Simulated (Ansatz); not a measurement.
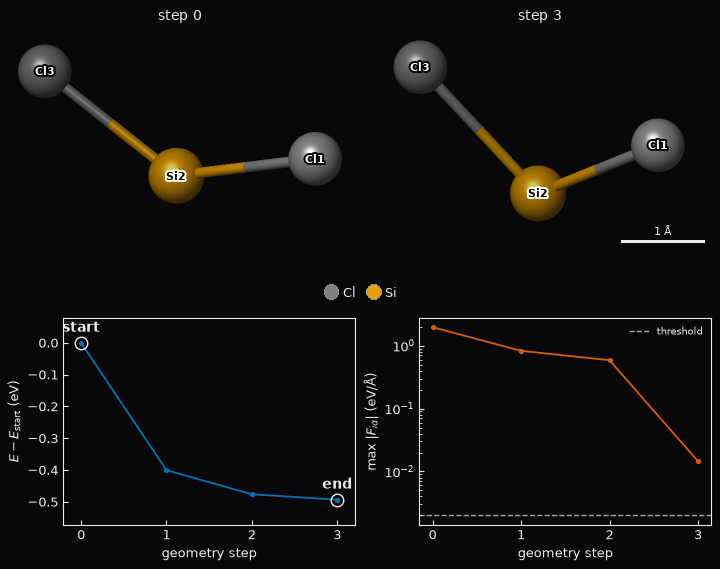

First and last geometry of a relaxation of SiCl$_{2}$, with the history of the run. A ball-and-stick model, seen from a free direction.

Theory: RKS PBE0-D4/def2-mTZVP (Ansatz 0.2.0).

Input
```yaml
crystal:
  periodic: [false, false, false]
  atoms:
    - {symbol: Cl, position_ang: [0.229633, 1.751185, 0.339406]}
    - {symbol: Si, position_ang: [-0.550464, -0.096685, -0.307946]}
    - {symbol: Cl, position_ang: [0.307730, -1.915839, -0.058218]}
basis:
  gaussian: {orbitals: def2-mTZVP}
hamiltonian: {xc: pbe0, dispersion: d4}
relax: {f_tol: 0.002, max_steps: 5, max_displacement: 0.2}
```

Run as
```bash
ansatz run in.yaml --threads 2 --pin off --events-out ev --progress --plain --max-ram 3481MiB
```

Did the run converge, and what did it change?

Answer. The relaxation stopped without meeting its thresholds, so the last structure isn't shown to be converged. Over 3 geometry steps the energy falls by 0.493 eV. Largest force component: 2 eV/Å at the start, 0.015 eV/Å at the end. The largest move after the best rigid fit is that of Cl1, 0.26 Å. Largest moves by element: Cl 0.26 Å, Si 0.26 Å. Among the contacts that change: Si2–Cl3 2.027 → 2.089 Å, Cl1–Si2 2.108 → 2.090 Å. Among the angles between lasting bonds that change: Cl1–Si2–Cl3 126.3° → 101.7°.
